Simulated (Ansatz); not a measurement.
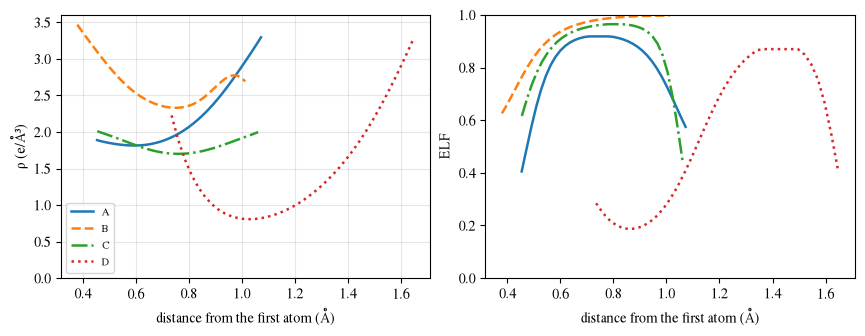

*C2H9NSn (SMILES CC[NH][SnH3]). Electron density and ELF along straight lines between neighbouring atoms. The curves leave out the atomic cores.*

Geometry: PBE0-D4/def2-TZVP; core potentials replace the inner electrons of Sn.

Theory: RKS PBE0-D4/def2-TZVPP (Ansatz).

```yaml
atoms:
  - { symbol: C, position_ang: [-0.3697, 2.0356, -0.1542] }
  - { symbol: C, position_ang: [-0.5422, 0.5713, 0.2007] }
  - { symbol: N, position_ang: [0.6289, -0.2017, -0.1797] }
  - { symbol: Sn, position_ang: [0.5255, -2.2246, -0.0841] }
  - { symbol: H, position_ang: [-1.2617, 2.6114, 0.1058] }
  - { symbol: H, position_ang: [-0.1764, 2.1494, -1.2228] }
  - { symbol: H, position_ang: [0.4755, 2.4688, 0.3892] }
  - { symbol: H, position_ang: [-0.7928, 0.4886, 1.2713] }
  - { symbol: H, position_ang: [-1.4051, 0.1707, -0.3443] }
  - { symbol: H, position_ang: [1.4587, 0.1661, 0.2695] }
  - { symbol: H, position_ang: [2.0781, -2.8063, -0.4797] }
  - { symbol: H, position_ang: [-0.6516, -2.6854, -1.2291] }
  - { symbol: H, position_ang: [0.0532, -2.7786, 1.4720] }
```

Question: Which curve belongs to which contact (C–C, C–N, N–H and Sn–N)? The first atom named is at distance zero.

Answer: Curve A: C–N (1.45 Å): ρ at the midpoint is about 1.9 e/Å³; the ELF peaks at about 0.90 between the atoms, as expected for a covalent bond. Curve B: N–H (1.01 Å): ρ at the midpoint is about 2.9 e/Å³; the ELF climbs to about 1 towards the hydrogen, as it does in any bond to H; a covalent bond by its length. Curve C: C–C (1.52 Å): ρ at the midpoint is about 1.7 e/Å³; the ELF peaks at about 0.95 between the atoms (a covalent bond). Curve D: Sn–N (2.03 Å): ρ at the midpoint is about 0.81 e/Å³; the ELF peaks at about 0.85 in the valence shell of N, 0.7 Å from its nucleus, and drops to about 0.20 between the two atoms.
